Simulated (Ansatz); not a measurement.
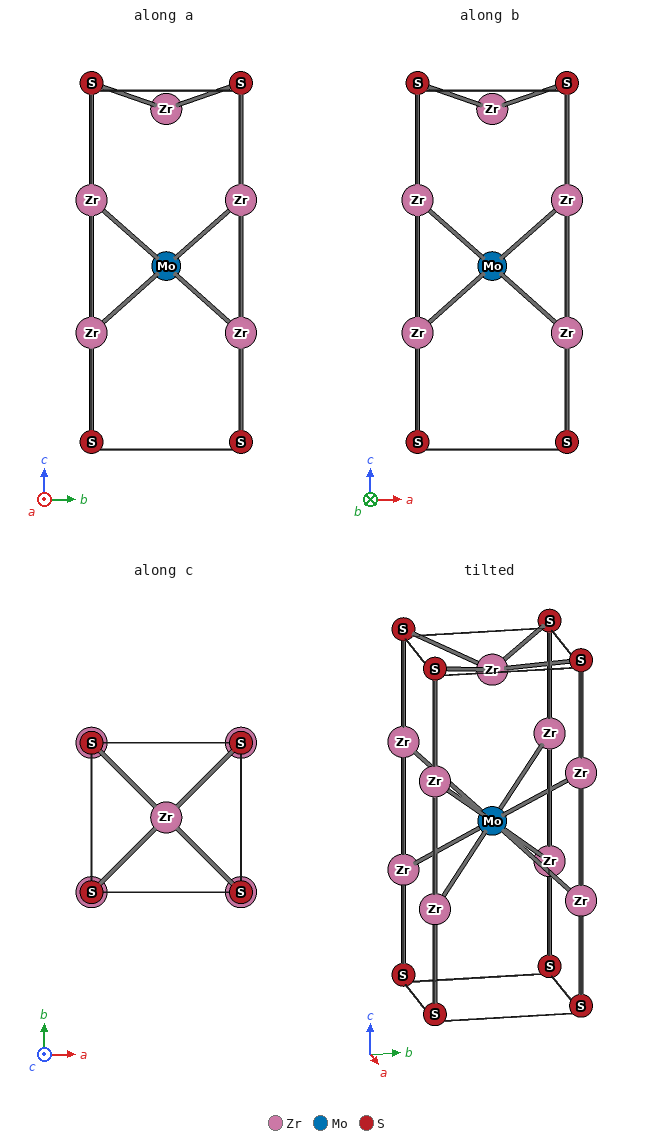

Ball-and-stick representation of a periodic structure, projected along the a axis, along the b axis, along the c axis and slightly off an axis. The frame is the conventional unit cell; atoms at its boundary are shown with their periodic copies.

Lattice parameters: a = 3.4838 Å, b = 3.4838 Å, c = 8.3675 Å, α = 90.000°, β = 90.000°, γ = 90.000°.

Reconstruct the structure as a CIF in P1 with every atom of the cell, with free fractional coordinates to two decimals.

Answer.
```cif
data_structure
_symmetry_space_group_name_H-M 'P 1'
_symmetry_Int_Tables_number 1
_cell_length_a 3.4838
_cell_length_b 3.4838
_cell_length_c 8.3675
_cell_angle_alpha 90.000
_cell_angle_beta 90.000
_cell_angle_gamma 90.000
_cell_volume 101.56
loop_
_atom_site_label
_atom_site_type_symbol
_atom_site_fract_x
_atom_site_fract_y
_atom_site_fract_z
_atom_site_occupancy
Zr1 Zr 0.00 0.00 0.33 1
Zr2 Zr 0.00 0.00 0.69 1
Zr3 Zr 0.50 0.50 0.95 1
Mo1 Mo 0.50 0.50 0.51 1
S1 S 0.00 0.00 0.02 1
```

Its origin is a random cell made by a generator, so it need not be a real form of the compound. Earlier steps of the study, as a rule a relaxation of our own, may have changed the cell and positions, so they can lie some per cent off the listed ones. An electronic-structure calculation with Ansatz was run on it.
